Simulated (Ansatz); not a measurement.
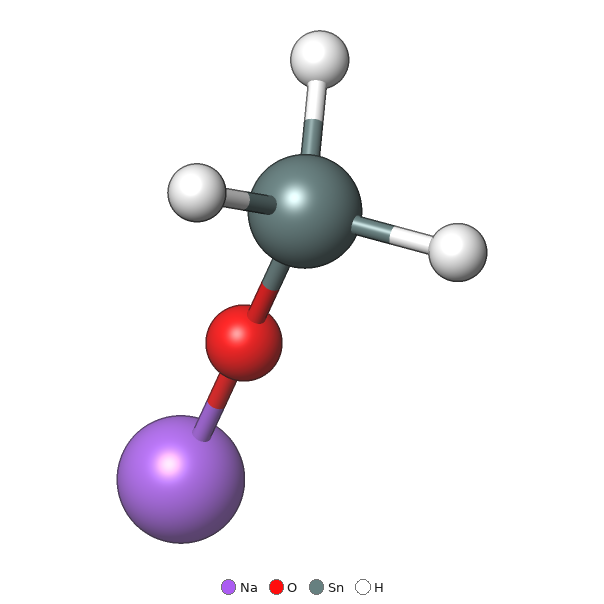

Rendered structure (ball-and-stick style). Every bond is drawn as one stick, whatever its order.

Question: Which formula does it have?

Answer: H3NaOSn, 6 atoms: 3 hydrogen, 1 sodium, 1 oxygen and 1 tin.

Question: Write the SMILES.

Answer: [Na][O][SnH3]

More results for the same structure follow; atom numbers are the same in all pictures, views and colours differ. Computed geometry: PBE0-D4/def2-TZVP optimisation. No frequency run is at hand to confirm it as a minimum.

Dipole moment

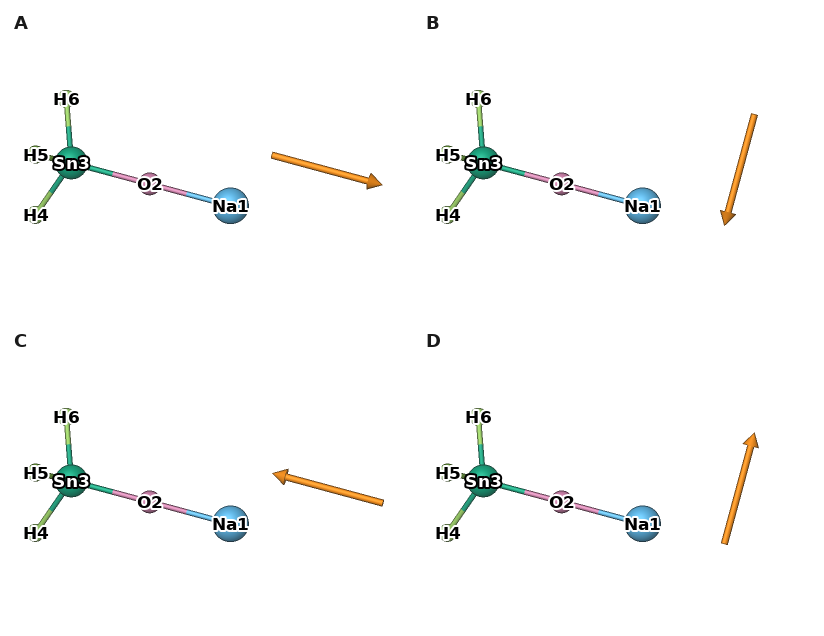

The same molecule four times, each with an arrow. No frequency run is at hand to confirm it as a minimum. Properties computed with RKS PBE0-D4/def2-TZVP, core potentials on Sn (Ansatz 0.2.0).

Question: Which arrow points along the dipole moment, from the negative to the positive end?

Answer: A. The dipole moment is 8.75 D; it points from the side of H4, H5, H6 to the side of Na1 (the outermost atoms at the two ends).

Electronic properties

No frequency run is at hand to confirm it as a minimum. Method: RKS PBE0-D4/def2-TZVPP, core potentials on Sn (Ansatz 0.2.0).

Question: What is the HOMO–LUMO gap?

Answer: 4.23 eV.

Question: What is the HOMO energy (Kohn–Sham orbital)?

Answer: −5.74 eV.

Charges

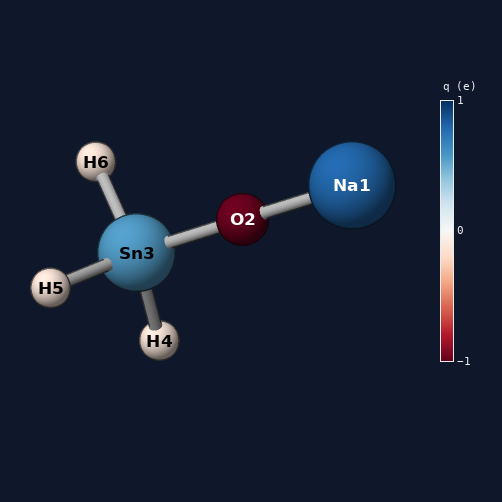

Atoms are coloured by their Mulliken charges. No frequency run is at hand to confirm it as a minimum. Method: RKS PBE0-D4/def2-TZVP, core potentials on Sn (Ansatz 0.2.0).

Question: Which atom carries the highest charge (most positive or least negative)?

Answer: Na1 (0.78 e).

Question: And the lowest?

Answer: O2 (−0.98 e).

Give the Mulliken charges atom by atom.

| atom | value (e) |
| --- | --- |
| Na1 | 0.78 |
| O2 | −0.98 |
| Sn3 | 0.56 |
| H4 | −0.12 |
| H5 | −0.12 |
| H6 | −0.12 |

Mulliken values depend strongly on the basis set and can even reverse the polarity of a bond.
